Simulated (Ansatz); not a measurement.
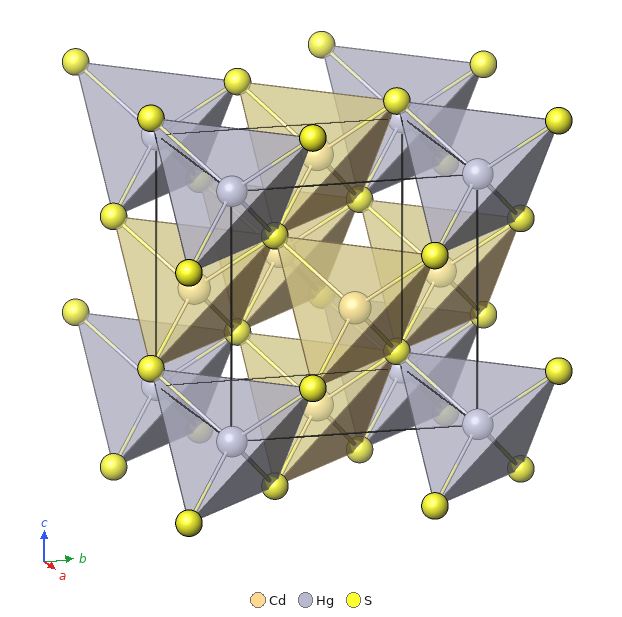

View slightly off an axis, drawn as a polyhedral model. The lines enclose the conventional unit cell; boundary atoms appear with their images. A few atoms beyond the faces are included.

Cd3HgS4, space group P-43m (No. 215), a = 5.942 Å, b = 5.942 Å, c = 5.942 Å, α = 90.00°, β = 90.00°, γ = 90.00°. The model was built from a structure type filled with these elements by a generator (whether the compound takes this form wasn't checked). Earlier steps of the study may have refined or changed the cell and positions. An electronic-structure calculation with Ansatz was run on it.

This one geometry was computed with Ansatz (DFT, plane waves, PAW) at three levels of theory: r2SCAN, PBE and LDA.

Which level gives the highest pressure at this volume, and what does that say about its equilibrium volume?

Highest: PBE (0.0 GPa), which points to the largest equilibrium volume. Lowest, with the smallest volume: LDA (-4.9 GPa). Levels within 0.5 GPa of each other can't be told apart.

How does the band gap change with the level of theory?

LDA: a gap of 0.36 eV, direct; PBE: a gap of 0.62 eV, direct; r2SCAN: a gap of 1.00 eV, direct.

Collect the results in a table.

| level | cutoff (eV) | k-mesh of the run's cell | gap (eV) | pressure (GPa) |
| --- | --- | --- | --- | --- |
| r2SCAN | 500 | 6×6×6 | 1.00 | -1.5 |
| PBE | 420 | 6×6×6 | 0.62 | 0.0 |
| LDA | 420 | 6×6×6 | 0.36 | -4.9 |

Gaps are taken on the k-mesh or band path of each run.
